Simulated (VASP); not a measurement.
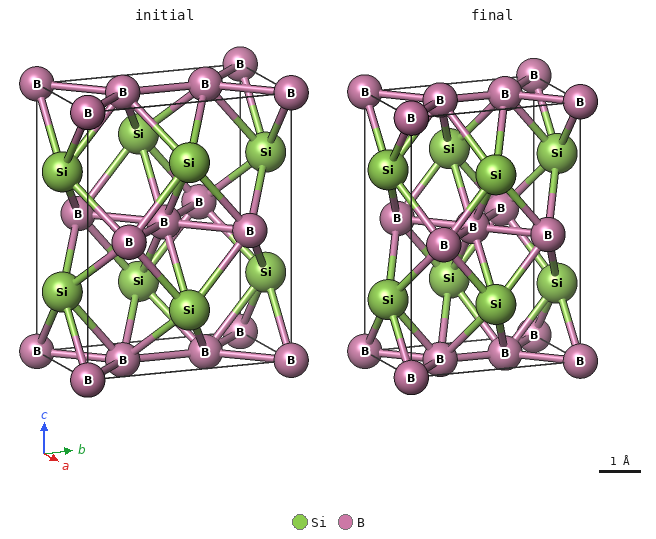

The structure of crystalline Si$_{2}$B$_{3}$ (a generated structure, set up in Immm) before (left) and after (right) a relaxation, at one scale.

Style: ball-and-stick. Shown: the conventional cell (2 times the calculation's cell), slightly off an axis. Lengths and directions refer to the drawn axes.

The run lets cell and atoms move.

Computed with Kohn-Sham DFT of a periodic cell, PBE, VASP PAW PBE potentials, recommended in VASP.

Input
```
SYSTEM = Si2B3
PREC = Normal
ENCUT = 520
EDIFF = 1E-4
ISMEAR = 0
SIGMA = 0.15
LREAL = .FALSE.
LASPH = .TRUE.
NELM = 60
ALGO = Fast
ISIF = 3
LWAVE = .FALSE.
LCHARG = .FALSE.
GGA = PE
IBRION = 2
NSW = 24
EDIFFG = -0.08
```

Launched with:
```bash
cat potpaw_PBE.64/Si/POTCAR potpaw_PBE.64/B/POTCAR > POTCAR
mpirun -np 1 vasp_std > vasp.out
```

**What changed between the two?**

The relaxation stopped without meeting its thresholds, so the last structure isn't shown to be converged. The largest moves relative to the cell, 0.17 Å, are those of Si atoms. Largest moves by element: Si 0.17 Å, B 0.05 Å. The volume changes by −26.4 %, with a 3.297 → 3.010 Å (−8.7 %), b 5.465 → 4.542 Å (−16.9 %), c 6.829 → 6.622 Å (−3.0 %). Some distances before and after: Si–Si 3.210 → 2.725 Å, B–B 2.221 → 1.743 Å, B–Si 2.484 → 2.168 Å, B–Si 2.501 → 2.237 Å. The space group stays Immm (No. 71). Over 23 geometry steps the energy falls by 475 meV per atom. The largest force component goes from 0.83 to 0.35 eV/Å. The pressure goes from −27.85 to 0.03 GPa. The volume changes by over a tenth within one run on a fixed set of plane waves, so the end point should be relaxed again from the new cell. It ran on 1 thread of Intel(R) Xeon(R) Platinum 8488C (Sapphire Rapids), with other jobs on the host.
